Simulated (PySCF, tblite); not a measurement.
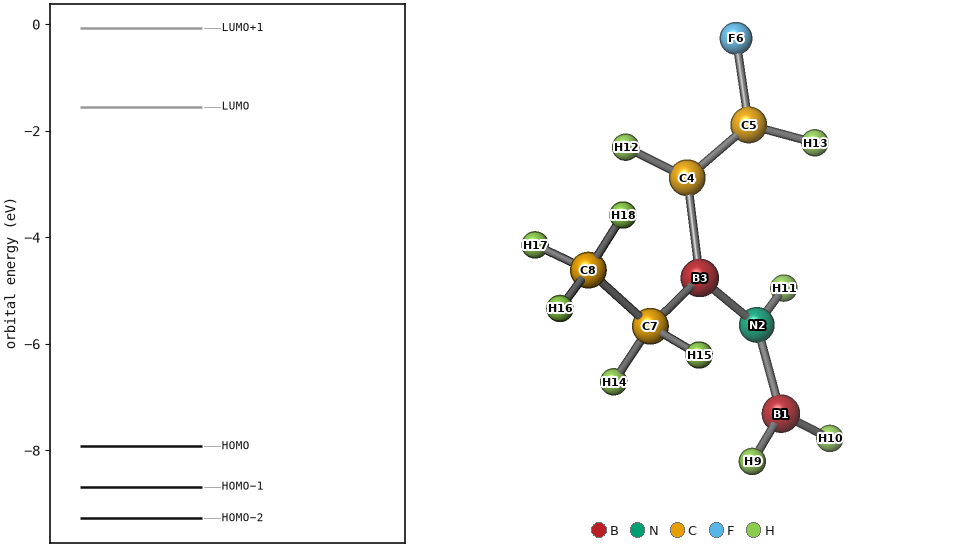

C₄H₁₀B₂FN, SMILES BNB(/C=C/F)CC. Kohn-Sham orbital energies near the frontier, PBE0/def2-SVPD in PySCF, at a GFN2-xTB geometry (a minimum by its frequencies), isolated molecule; empty levels in grey, levels within 0.03 eV side by side.

> Where do the frontier orbitals lie?

HOMO at −7.92 eV, LUMO at −1.55 eV, 6.38 eV apart.

> List the levels with the atoms that carry most of them (a dash for levels above zero or within 0.03 eV of another, where shares mean little).

```
orbital  energy (eV)              Löwdin shares
 LUMO+1        −0.07  B1 28 %, C4 15 %, C5 15 %
   LUMO        −1.55  B3 21 %, B1 19 %, C5 16 %
   HOMO        −7.92  C4 34 %, C5 28 %, F6 14 %
 HOMO−1        −8.68  C7 25 %, B3 17 %, C8 11 %
 HOMO−2        −9.28   N2 31 %, C7 14 %, C8 9 %
```

Caveats: the tight-binding geometry is rougher than a DFT one and adds to the error; one conformer of a flexible molecule; empty levels above zero depend strongly on the basis.
